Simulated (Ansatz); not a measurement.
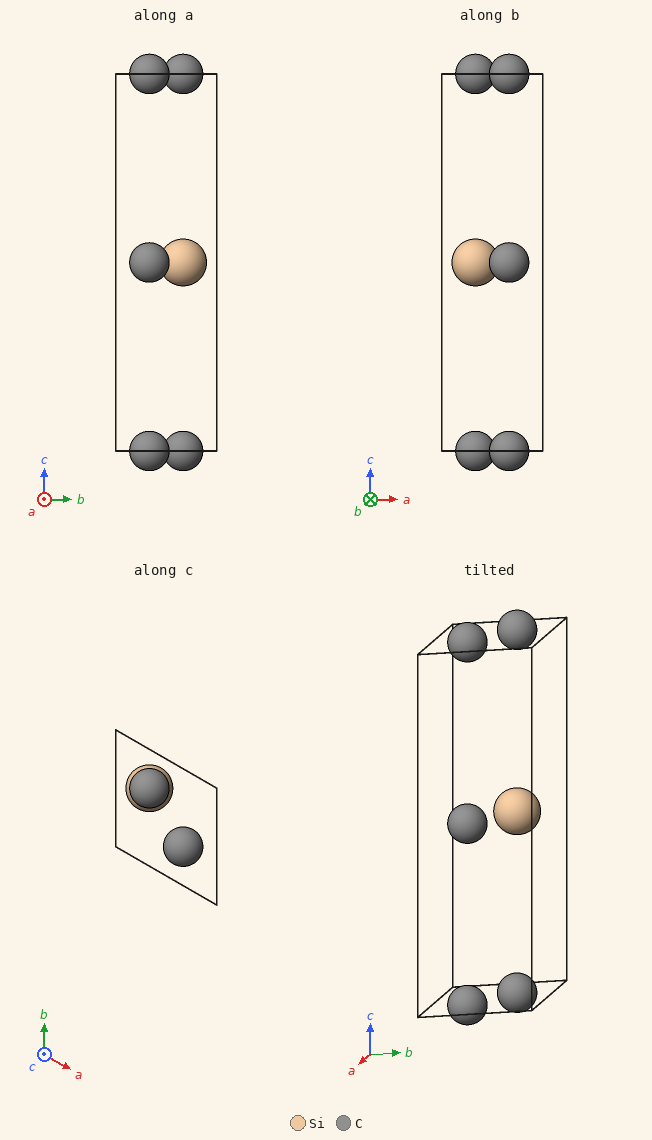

Shown here is a spheres-only view of the crystal, taken along the a axis, along the b axis, along the c axis and slightly off an axis. The edges of the conventional unit cell are marked.

Lattice parameters: a = 2.838 Å, b = 2.838 Å, c = 9.155 Å, α = 90.00°, β = 90.00°, γ = 120.00°.

Put the structure into a table of Wyckoff sites.

Space group P-6m2 (No. 187).
```json
{"atom": "Si", "site": "1d", "x": "0.3333", "y": "0.6667", "z": "0.5000"}
{"atom": "C", "site": "1e", "x": "0.6667", "y": "0.3333", "z": "0.0000"}
{"atom": "C", "site": "1f", "x": "0.6667", "y": "0.3333", "z": "0.5000"}
{"atom": "C", "site": "1c", "x": "0.3333", "y": "0.6667", "z": "0.0000"}
```

Provenance: a structure type filled with these elements by a generator (whether the compound takes this form wasn't checked). Earlier steps of the study may have refined or changed the cell and positions. Ansatz was used for an electronic-structure calculation on it.
